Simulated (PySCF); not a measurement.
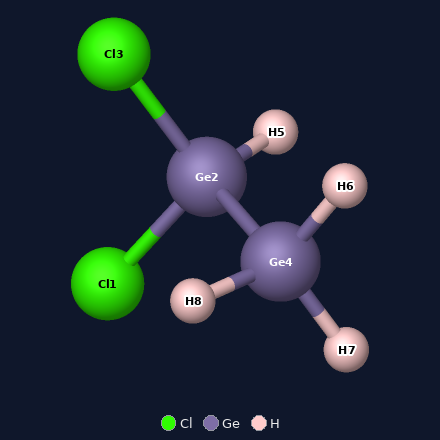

Ge₂H₄Cl₂, SMILES [Cl][GeH]([Cl])[GeH3], singlet. Vertical core-electron binding energies by ΔSCF (SCAN, pcX-2 on the ionised atom, pcseg-1 elsewhere, spin-free X2C; PySCF 2.14.0, at a PBE0-D3(BJ)/def2-SVP geometry (no frequency check)), gas phase, against the vacuum level. One atom of each kind was ionised; within a panel, areas follow the number of like atoms and 2j + 1 (2p levels are split by first-order spin-orbit coupling, an approximation), Gaussians of 0.6 eV full width. Only the regions named are shown.

Predict the Cl 2p photoelectron lines.

| level | atoms | binding energy (eV) |
| --- | --- | --- |
| Cl 2p1/2 | Cl1, Cl3 | 207.3 |
| Cl 2p3/2 | Cl1, Cl3 | 205.6 |

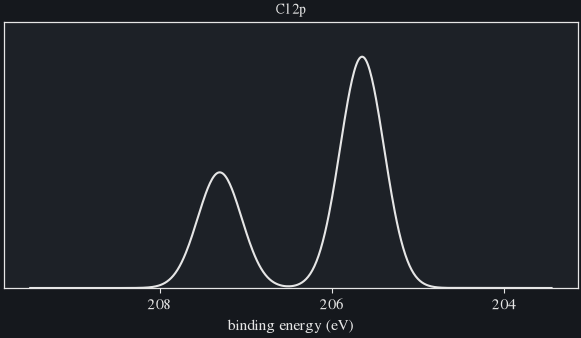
